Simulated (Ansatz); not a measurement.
# BrH₃OSi + H₂: a complex and its separated parts, part 2 of 2

Ansatz 0.2.0, Gaussian basis. The steps go on from the part before.

## (14) wB97X-V/def2-TZVPP

The inputs:

parta/in.yaml

```yaml
crystal:
  periodic: [false, false, false]
  atoms:
    - {symbol: Si, position_ang: [-0.204257, 0.666117, 0.466462]}
    - {symbol: H, position_ang: [0.816562, 0.619038, -0.596136]}
    - {symbol: H, position_ang: [-1.277505, 1.646169, 0.182581]}
    - {symbol: O, position_ang: [0.591274, 1.002810, 1.852149]}
    - {symbol: Br, position_ang: [-1.208356, -1.314591, 0.571438]}
    - {symbol: H, position_ang: [0.093856, 1.026675, 2.671294]}
basis:
  gaussian: {orbitals: def2-TZVPP}
hamiltonian: {xc: {name: wB97X-V}}
```

partb/in.yaml

```yaml
crystal:
  periodic: [false, false, false]
  atoms:
    - {symbol: H, position_ang: [0.796573, -1.781117, -2.884502]}
    - {symbol: H, position_ang: [0.391751, -1.865098, -2.263387]}
basis:
  gaussian: {orbitals: def2-TZVPP}
hamiltonian: {xc: {name: wB97X-V}}
```

Each run has its own folder and the same command.

Run with:

```sh
ansatz run in.yaml --threads 4 --pin off --events-out ev --progress --plain --max-ram 9574MiB
```

parta printed, shortened:

```text
Functional definition: wB97X-V
  name "wB97X-V"
  cite "Mardirossian & Head-Gordon, Phys. Chem. Chem. Phys. 16, 9904 (2014) doi:10.1039/C3CP54374A"
  cite "Becke, J. Chem. Phys. 107, 8554 (1997) doi:10.1063/1.475007"
  cite "Vydrov & Van Voorhis, J. Chem. Phys. 133, 244103 (2010) doi:10.1063/1.3521275"
[...]
      + integral(e_c_pw_opposite_spin*poly(b97_u_opposite, cos0, cos1)) + vv10(b, c)
1032 factors; their error is unknown
192 factors; integrals over basis functions are off by at most 5.1e-5 eV
[...]
mean field -80015.26072114 eV, -2940.5065952103 hartree, gradient 3.3e-5 eV, S^2 0.000000; 0 other end points of the search recorded, 0 dependent functions left out
reference -80015.26071947 eV, -2940.5065951487 hartree; 30, 30 occupied and 133, 133 virtual orbitals, 1032 factors
Total energy: -80015.26071947 eV, -2940.5065951487 hartree
```

partb printed, shortened:

```text
[... 5 set-up lines as earlier in the session ...]
[...]
      + integral(e_c_pw_opposite_spin*poly(b97_u_opposite, cos0, cos1)) + vv10(b, c)
118 factors; their error is unknown
42 factors; integrals over basis functions are off by at most 3.0e-5 eV
[...]
mean field -31.90860341 eV, -1.1726195468 hartree, gradient 8.8e-5 eV, S^2 0.000000; 0 other end points of the search recorded, 0 dependent functions left out
reference -31.90860241 eV, -1.1726195101 hartree; 1, 1 occupied and 27, 27 virtual orbitals, 118 factors
Total energy: -31.90860241 eV, -1.1726195101 hartree
```

Wall times: 3.8 s (parta), 0.15 s (partb) on 4 threads of Arm Neoverse V2, shared host.

## (15) wB97M-V/def2-TZVPP

The same edit goes into each in.yaml of step 14 (parta, partb):

```diff
-hamiltonian: {xc: {name: wB97X-V}}
+hamiltonian: {xc: {name: wB97M-V}}
```

One command serves all of them, each in its own folder.

Run with:

```sh
ansatz run in.yaml --threads 4 --pin off --events-out ev --progress --plain --max-ram 9574MiB
```

Output in parta, shortened:

```text
Functional definition: wB97M-V
  name "wB97M-V"
  cite "Mardirossian & Head-Gordon, J. Chem. Phys. 144, 214110 (2016) doi:10.1063/1.4952647"
[... 2 set-up lines as earlier in the session ...]
  # Of w^i u^j: cxij and so on, Table III.
[...]
  gx(w, u) = 1 - cx + cx01*u + cx10*w
[...]
      + integral(e_c_pw_mod_opposite_spin*gos(b97_w_opposite, b97_u_opposite)) + vv10(b, c)
1027 factors; their error is unknown
192 factors; integrals over basis functions are off by at most 5.1e-5 eV
[...]
mean field -80018.43630727 eV, -2940.6232958481 hartree, gradient 8.9e-6 eV, S^2 0.000000; 0 other end points of the search recorded, 0 dependent functions left out
reference -80018.43634809 eV, -2940.6232973481 hartree; 30, 30 occupied and 133, 133 virtual orbitals, 1027 factors
Total energy: -80018.43634809 eV, -2940.6232973481 hartree
```

Log of partb, shortened:

```text
[... 5 set-up lines as earlier in the session ...]
  # Of w^i u^j: cxij and so on, Table III.
[...]
  gx(w, u) = 1 - cx + cx01*u + cx10*w
[...]
      + integral(e_c_pw_mod_opposite_spin*gos(b97_w_opposite, b97_u_opposite)) + vv10(b, c)
118 factors; their error is unknown
42 factors; integrals over basis functions are off by at most 3.0e-5 eV
[...]
mean field -31.60112221 eV, -1.1613198213 hartree, gradient 7.4e-6 eV, S^2 0.000000; 0 other end points of the search recorded, 0 dependent functions left out
reference -31.60114647 eV, -1.1613207127 hartree; 1, 1 occupied and 27, 27 virtual orbitals, 118 factors
Total energy: -31.60114647 eV, -1.1613207127 hartree
```

Times: 4.5 s (parta), 0.15 s (partb) on 4 threads of Arm Neoverse V2, shared host.

## (16) B2PLYP/def2-TZVPP

The same edit goes into each in.yaml of step 15 (parta, partb):

```diff
-hamiltonian: {xc: {name: wB97M-V}}
+hamiltonian: {xc: {name: B2PLYP}}
```

One command serves all of them, each in its own folder.

Run with:

```sh
ansatz run in.yaml --threads 4 --pin off --events-out ev --progress --plain --max-ram 9574MiB
```

parta printed, shortened:

```text
Functional definition: B2PLYP
  name "B2PLYP"
  cite "Grimme, J. Chem. Phys. 124, 034108 (2006) doi:10.1063/1.2148954"
[... 2 set-up lines as earlier in the session ...]
[...]
1001 factors; integrals over basis functions are off by at most 1.2e-3 eV
[...]
mean field -80003.00515860 eV, -2940.0562115941 hartree, gradient 9.5e-6 eV, S^2 0.000000; 0 other end points of the search recorded, 0 dependent functions left out
15 core orbitals not correlated: weight in the atoms' cores, before any rotation towards them, 1.000 or more for the frozen orbitals, at most 0.000 for the correlated occupied ones
reference -80003.00530369 eV, -2940.0562169260 hartree; 15, 15 occupied and 133, 133 virtual orbitals, 1001 factors
second order -20.80826106 eV of doubles, -0.00000000 eV of singles
Total energy: -80008.62353418 eV, -2940.2626830882 hartree
```

Log of partb, shortened:

```text
[... 5 set-up lines as earlier in the session ...]
[...]
145 factors; integrals over basis functions are off by at most 7.3e-4 eV
[...]
mean field -31.55850211 eV, -1.1597535616 hartree, gradient 1.0e-6 eV, S^2 0.000000; 0 other end points of the search recorded, 0 dependent functions left out
reference -31.55859153 eV, -1.1597568475 hartree; 1, 1 occupied and 27, 27 virtual orbitals, 145 factors
second order -1.02365574 eV of doubles, -0.00000000 eV of singles
Total energy: -31.83497858 eV, -1.1699138842 hartree
```

Wall times: 2.5 s (parta), 0.1 s (partb) on 4 threads of Arm Neoverse V2, shared host.

## (17) PBE-QIDH/def2-TZVPP

Each input of step 16 (parta, partb) changes in the same lines:

```diff
-hamiltonian: {xc: {name: B2PLYP}}
+hamiltonian: {xc: {name: PBE-QIDH}}
```

One command serves all of them, each in its own folder.

Run with:

```sh
ansatz run in.yaml --threads 4 --pin off --events-out ev --progress --plain --max-ram 9574MiB
```

parta printed, shortened:

```text
Functional definition: PBE-QIDH
  name "PBE-QIDH"
  cite "Brémond, Sancho-García, Pérez-Jiménez & Adamo, J. Chem. Phys. 141, 031101 (2014) doi:10.1063/1.4890314"
[... 1 set-up line as earlier in the session ...]
[...]
1001 factors; integrals over basis functions are off by at most 1.2e-3 eV
[...]
mean field -79992.60236423 eV, -2939.6739159520 hartree, gradient 5.0e-6 eV, S^2 0.000000; 0 other end points of the search recorded, 0 dependent functions left out
15 core orbitals not correlated: weight in the atoms' cores, before any rotation towards them, 1.000 or more for the frozen orbitals, at most 0.000 for the correlated occupied ones
reference -79992.60237495 eV, -2939.6739163461 hartree; 15, 15 occupied and 133, 133 virtual orbitals, 1001 factors
second order -19.42671023 eV of doubles, -0.00000000 eV of singles
Total energy: -79999.07794503 eV, -2939.9118891571 hartree
```

partb printed, shortened:

```text
[... 4 set-up lines as earlier in the session ...]
[...]
145 factors; integrals over basis functions are off by at most 7.3e-4 eV
[...]
mean field -31.52726221 eV, -1.1586055162 hartree, gradient 1.4e-6 eV, S^2 0.000000; 0 other end points of the search recorded, 0 dependent functions left out
reference -31.52726863 eV, -1.1586057521 hartree; 1, 1 occupied and 27, 27 virtual orbitals, 145 factors
second order -0.95919943 eV of doubles, -0.00000000 eV of singles
Total energy: -31.84700177 eV, -1.1703557284 hartree
```

Wall times: 2.6 s (parta), 0.1 s (partb) on 4 threads of Arm Neoverse V2, shared host.

## (18) RPA on PBE/def2-TZVPP

Each input of step 17 (parta, partb) changes in the same lines:

```diff
-hamiltonian: {xc: {name: PBE-QIDH}}
+hamiltonian: {xc: pbe}
+correlation: {method: rpa}
```

The same command starts each run, in its folder.

Run with:

```sh
ansatz run in.yaml --threads 4 --pin off --events-out ev --progress --plain --max-ram 9574MiB
```

parta printed, shortened:

```text
[... 4 set-up lines as earlier in the session ...]
[...]
1001 factors; integrals over basis functions are off by at most 1.2e-3 eV
[...]
mean field -80006.66639120 eV, -2940.1907594102 hartree, gradient 1.5e-6 eV, S^2 0.000000; 0 other end points of the search recorded, 0 dependent functions left out
15 core orbitals not correlated: weight in the atoms' cores, before any rotation towards them, 1.000 or more for the frozen orbitals, at most 0.000 for the correlated occupied ones
reference -79948.76535775 eV, -2938.0629356779 hartree; 15, 15 occupied and 133, 133 virtual orbitals, 1001 factors
Total energy: -79976.20729767 eV, -2939.0714083691 hartree
```

Output in partb, shortened:

```text
[... 4 set-up lines as earlier in the session ...]
[...]
145 factors; integrals over basis functions are off by at most 7.3e-4 eV
[...]
mean field -31.73221148 eV, -1.1661372631 hartree, gradient 1.4e-6 eV, S^2 0.000000; 0 other end points of the search recorded, 0 dependent functions left out
reference -30.80641710 eV, -1.1321149471 hartree; 1, 1 occupied and 27, 27 virtual orbitals, 145 factors
Total energy: -32.86230699 eV, -1.2076675071 hartree
```

They took 2.2 s (parta), 0.1 s (partb) on 4 threads of Arm Neoverse V2, shared host.

## (19) CCSD(T)/def2-TZVPP

Each input of step 18 (parta, partb) changes in the same lines:

```diff
-hamiltonian: {xc: pbe}
-correlation: {method: rpa}
+correlation: {method: ccsd_t}
```

The same command starts each run, in its folder.

Run with:

```sh
ansatz run in.yaml --threads 4 --pin off --events-out ev --progress --plain --max-ram 9574MiB
```

Output in parta, shortened:

```text
Functional definition: HF
  name "HF"
  cite "Fock, Z. Phys. 61, 126 (1930) doi:10.1007/BF01340294"
[... 1 set-up line as earlier in the session ...]
[...]
1001 factors; integrals over basis functions are off by at most 1.2e-3 eV
[...]
mean field -79949.95588915 eV, -2938.1066868998 hartree, gradient 5.2e-6 eV, S^2 0.000000; 0 other end points of the search recorded, 0 dependent functions left out
15 core orbitals not correlated: weight in the atoms' cores, before any rotation towards them, 1.000 or more for the frozen orbitals, at most 0.000 for the correlated occupied ones
reference -79949.95588915 eV, -2938.1066868998 hartree; 15, 15 occupied and 133, 133 virtual orbitals, 1001 factors
second order -17.40862960 eV of doubles, -0.00000000 eV of singles
cycle   1  -17.53966878 eV  change   -1.3e-1 eV  update   8.1e-2
[...]
cycle   8  -17.99920131 eV  change    9.8e-7 eV  update   3.1e-5
perturbative correction -0.60556601 eV, -0.0222541405 hartree
Total energy: -79968.56065648 eV, -2938.7903994882 hartree
```

partb printed, shortened:

```text
[... 4 set-up lines as earlier in the session ...]
[...]
145 factors; integrals over basis functions are off by at most 7.3e-4 eV
[...]
mean field -30.82771990 eV, -1.1328978104 hartree, gradient 4.2e-7 eV, S^2 0.000000; 0 other end points of the search recorded, 0 dependent functions left out
reference -30.82771990 eV, -1.1328978104 hartree; 1, 1 occupied and 27, 27 virtual orbitals, 145 factors
second order -0.86257135 eV of doubles, -0.00000000 eV of singles
cycle   1  -1.00722386 eV  change   -1.4e-1 eV  update   2.6e-2
[...]
cycle   7  -1.07306820 eV  change    6.2e-7 eV  update   4.2e-7
perturbative correction -0.00000000 eV, -0.0000000000 hartree
Total energy: -31.90078810 eV, -1.1723323395 hartree
```

Times: 24 s (parta), 0.1 s (partb) on 4 threads of Arm Neoverse V2, shared host; peak memory 1.2 GiB.

## (20) Vibrations of BrH₃OSi

Contents of vib-parta/in.yaml:

```yaml
crystal:
  periodic: [false, false, false]
  atoms:
    - {symbol: Si, position_ang: [-0.204257, 0.666117, 0.466462]}
    - {symbol: H, position_ang: [0.816562, 0.619038, -0.596136]}
    - {symbol: H, position_ang: [-1.277505, 1.646169, 0.182581]}
    - {symbol: O, position_ang: [0.591274, 1.002810, 1.852149]}
    - {symbol: Br, position_ang: [-1.208356, -1.314591, 0.571438]}
    - {symbol: H, position_ang: [0.093856, 1.026675, 2.671294]}
basis:
  gaussian: {orbitals: def2-TZVP}
hamiltonian: {xc: pbe0, dispersion: d4}
phonons: {temperatures: {t_min: 298.15, t_max: 900, t_step: 200}}
```

Run with:

```sh
ansatz run in.yaml --threads 4 --pin off --events-out ev --progress --plain --max-ram 9574MiB
```

What it wrote, shortened:

```text
[... 5 set-up lines as earlier in the session ...]
[...]
964 factors; their error is unknown
[...]
mean field -80009.90575740 eV, -2940.3098039223 hartree, gradient 6.3e-5 eV, S^2 0.000000; 0 other end points of the search recorded, 0 dependent functions left out
[...]
Atom 3 at     0.591274     1.002810     1.852149 Å, force     0.002614     0.001140     0.002774 eV/Å
Atom 4 at    -1.208356    -1.314591     0.571438 Å, force    -0.000802    -0.001389     0.000418 eV/Å
Atom 5 at     0.093856     1.026675     2.671294 Å, force    -0.000310    -0.000652    -0.000346 eV/Å
Dipole moment:    -0.085342     0.238614     0.163526 e Å
Vibrations: 185.78 273.55 427.83 590.99 717.83 835.41 891.00 925.14 966.43 2246.90 2288.91 3918.94 cm⁻¹, zero-point energy 0.884548 eV
```

It took 41 s on 4 threads of Arm Neoverse V2, shared host.

Wavenumbers and character of the modes:

| mode | wavenumber (cm⁻¹) | character |
| --- | --- | --- |
| 1 | 186 | bend with torsion |
| 2 | 274 | torsion with bend |
| 3 | 428 | Si–Br stretch |
| 4 | 591 | bend with torsion |
| 5 | 718 | bend |
| 6 | 835 | bend |
| 7 | 891 | bend |
| 8 | 925 | Si–O stretch with bend |
| 9 | 966 | bend |
| 10 | 2247 | Si–H stretch |
| 11 | 2289 | Si–H stretch |
| 12 | 3919 | O–H stretch |

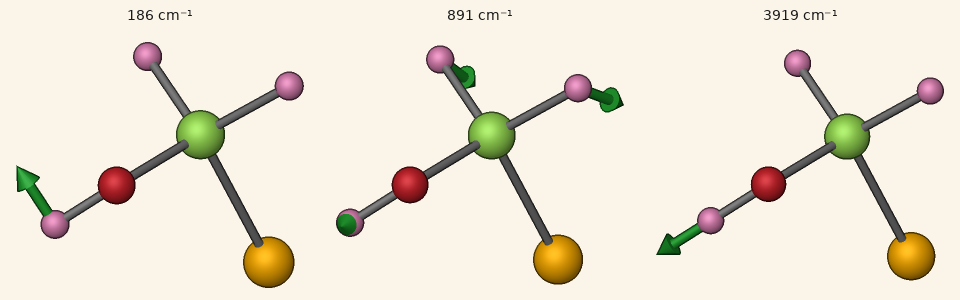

How the atoms move in 3 of the modes.

Vibrational sums (real modes only):

| T (K) | entropy (J/mol/K) | heat capacity (J/mol/K) |
| --- | --- | --- |
| 298 | 25.2 | 37.0 |
| 498 | 49.2 | 56.2 |
| 698 | 70.1 | 67.1 |
| 898 | 87.9 | 74.3 |

## (21) Vibrations of H₂

Contents of vib-partb/in.yaml:

```yaml
crystal:
  periodic: [false, false, false]
  atoms:
    - {symbol: H, position_ang: [0.796573, -1.781117, -2.884502]}
    - {symbol: H, position_ang: [0.391751, -1.865098, -2.263387]}
basis:
  gaussian: {orbitals: def2-TZVP}
hamiltonian: {xc: pbe0, dispersion: d4}
phonons: {temperatures: {t_min: 298.15, t_max: 900, t_step: 200}}
```

Run with:

```sh
ansatz run in.yaml --threads 4 --pin off --events-out ev --progress --plain --max-ram 9574MiB
```

What it wrote, shortened:

```text
[... 5 set-up lines as earlier in the session ...]
[...]
88 factors; their error is unknown
[...]
mean field -31.78865275 eV, -1.1682114413 hartree, gradient 1.8e-5 eV, S^2 0.000000; 0 other end points of the search recorded, 0 dependent functions left out
[...]
reference -31.78855386 eV, -1.1682078073 hartree; 1, 1 occupied and 11, 11 virtual orbitals, 88 factors
Total energy: -31.79027515 eV, -1.1682710637 hartree
Atom 0 at     0.796573    -1.781117    -2.884502 Å, force    -0.000360    -0.000075     0.000552 eV/Å
Atom 1 at     0.391751    -1.865098    -2.263387 Å, force     0.000360     0.000075    -0.000552 eV/Å
Dipole moment:     0.000000     0.000000    -0.000000 e Å
Vibrations: 4414.81 cm⁻¹, zero-point energy 0.273683 eV
```

It took 0.2 s on 4 threads of Arm Neoverse V2, shared host.

Wavenumbers and character of the modes:

| mode | wavenumber (cm⁻¹) | character |
| --- | --- | --- |
| 1 | 4415 | H–H stretch |

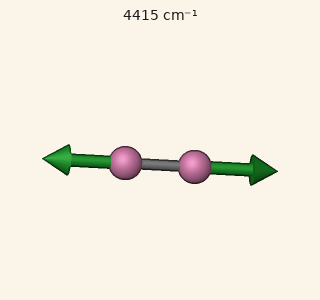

How the atoms move in 1 of the modes.

Vibrational sums (real modes only):

| T (K) | entropy (J/mol/K) | heat capacity (J/mol/K) |
| --- | --- | --- |
| 298 | 0.0 | 0.0 |
| 498 | 0.0 | 0.0 |
| 698 | 0.0 | 0.1 |
| 898 | 0.1 | 0.4 |

## (22) Complex less separated parts

The complex's own energies come from single points at the same levels.

Rows are in def2-TZVPP; times add the 3 runs of a level on a shared host, so small differences are noise.

Differences are taken before rounding.

| method | rung | complex less parts (eV) | from CCSD(T) (eV) | time |
| --- | --- | --- | --- | --- |
| SPW92 | LDA | -0.0478 | -0.0320 | 1.5 s |
| PBE-D4 | GGA | -0.0320 | -0.0163 | 2.6 s |
| BLYP-D4 | GGA | -0.0152 | +0.0005 | 2.5 s |
| r2SCAN-D4 | meta-GGA | -0.0120 | +0.0038 | 5.6 s |
| B97M-V | meta-GGA | -0.0217 | -0.0060 | 12 s |
| PBE0-D4 | hybrid | -0.0272 | -0.0114 | 3.5 s |
| B3LYP-D4 | hybrid | -0.0191 | -0.0033 | 3.5 s |
| r2SCAN0-D4 | hybrid | -0.0158 | -0.0001 | 6.3 s |
| BHLYP-D4 | hybrid | -0.0214 | -0.0057 | 3.7 s |
| CAM-B3LYP-D4 | range-separated hybrid | -0.0218 | -0.0061 | 3.9 s |
| wB97X-V | range-separated hybrid | -0.0224 | -0.0067 | 8.8 s |
| wB97M-V | range-separated hybrid | -0.0202 | -0.0044 | 11 s |
| B2PLYP | double hybrid | -0.0031 | +0.0127 | 5.8 s |
| PBE-QIDH | double hybrid | -0.0120 | +0.0037 | 6.1 s |
| RPA on PBE | RPA | -0.0080 | +0.0078 | 5.2 s |
| Hartree-Fock | wavefunction | 0.0115 | +0.0272 |  |
| MP2 | wavefunction | -0.0164 | -0.0006 |  |
| CCSD | wavefunction | -0.0126 | +0.0031 |  |
| CCSD(T) | wavefunction | -0.0157 | 0 | 76 s |

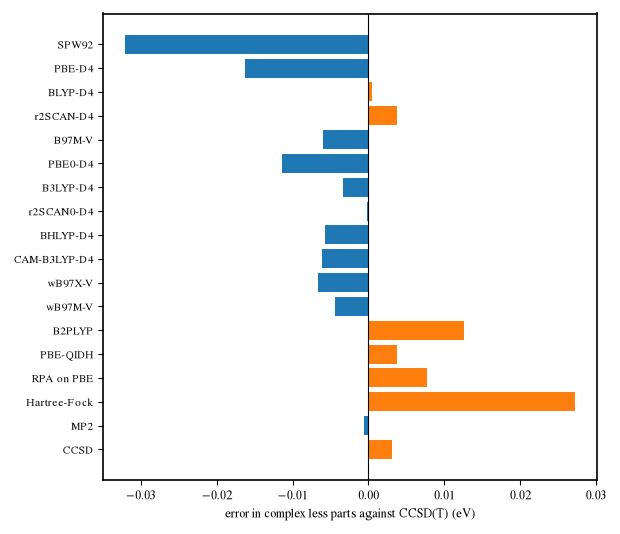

Deviations from CCSD(T), method by method.

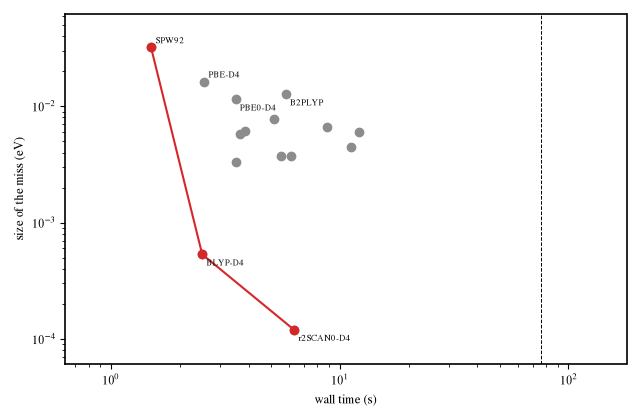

Accuracy for the time spent; red marks the levels that beat every quicker one drawn (of those quicker than the yardstick), and the dashed line is the time of CCSD(T). Only those levels and the largest misses are named. Times are from a shared host.

For cost: r2SCAN0-D4 gets within 0.0001 eV in 6.3 s, where CCSD(T) took 76 s; the quickest level in the cost chart, SPW92, takes 1.5 s and misses by 0.0320 eV.

The complex's zero-point energy, from a separate PBE0-D4 run, is 1.189 eV.

## (23) Summary of results

The summary covers parts 1 to 2.

| quantity | value |
| --- | --- |
| complex less parts, CCSD(T)/def2-TZVPP | -0.0157 eV |
| with zero-point energy | +0.0147 eV |
| largest T1 diagnostic | 0.009 |

In words: At CCSD(T) the complex lies 0.0157 eV below its parts. Among the functionals r2SCAN0-D4 lands nearest to CCSD(T) (-0.0001 eV) and SPW92 farthest (-0.0320 eV). Mean unsigned error by rung: LDA 0.0320, GGA 0.0084, meta-GGA 0.0049, hybrid 0.0052, range-separated hybrid 0.0057, double hybrid 0.0082 eV. The double hybrids carry no dispersion term here, unlike the levels marked D4 or V. PBE-D4 gives a relative energy 0.0163 eV too low, an error of 104 % of the reference. The complex's frequency run has imaginary modes: the structure is no minimum, so both the energy and the zero-point correction are in doubt. No counterpoise was applied, and triple zeta lacks some correlation, so the CCSD(T) reference has a basis error of its own, and close matches with it are partly luck.
